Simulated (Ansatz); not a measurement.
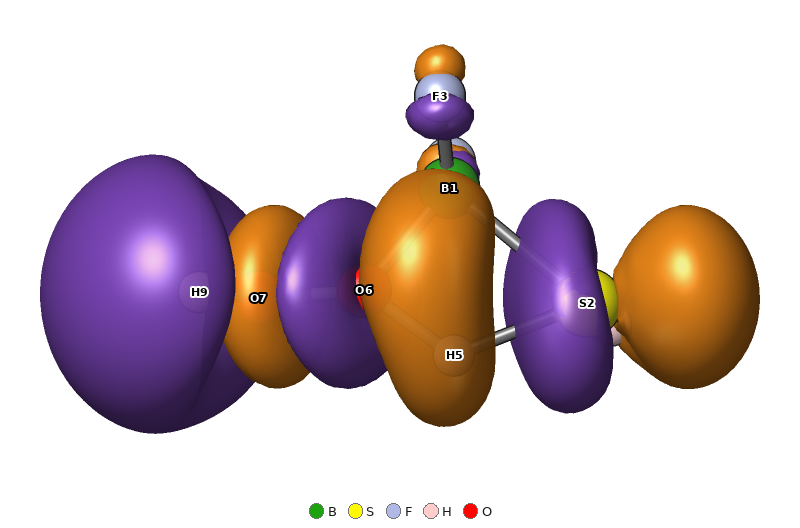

Figure 1: BF2H3O2S. One frontier orbital at ±0.06 Å⁻³ᐟ² (orange and purple are the two phases), seen across its widest extent.

A transition-state structure; geometry: PBE0-D4/def2-TZVP.

All numbers below come from Ansatz 0.2.0, RKS PBE0-D4/def2-TZVPP.

The calculation's input:

```
crystal:
  periodic: [false, false, false]
  atoms:
    - {symbol: B, position_ang: [-0.500486, -0.623263, -0.208441]}
    - {symbol: S, position_ang: [1.163880, -1.409483, 0.748295]}
    - {symbol: F, position_ang: [-0.802908, -1.267685, -1.342654]}
    - {symbol: F, position_ang: [-1.494399, -0.421591, 0.668290]}
    - {symbol: H, position_ang: [1.154687, 0.159974, 0.354632]}
    - {symbol: O, position_ang: [0.345778, 0.637148, -0.459460]}
    - {symbol: O, position_ang: [-0.358737, 1.872667, -0.421049]}
    - {symbol: H, position_ang: [0.658903, -1.157578, 1.967273]}
    - {symbol: H, position_ang: [-0.166619, 2.209810, -1.306886]}
basis:
  gaussian: {orbitals: def2-TZVPP}
hamiltonian: {xc: pbe0, dispersion: d4}
output: {orbitals: {seedname: orbitals}}
```

Run with:

```sh
ansatz run in.yaml --threads 8 --pin off --events-out ev --progress --plain --max-ram 19148MiB
```

Which orbital is it: HOMO or LUMO?

Answer. The LUMO, at −0.46 eV. By Hirshfeld shares it lies mainly on O7 (about 40 %), O6 (about 30 %), H9 (about 15 %) and S2 (about 10 %).
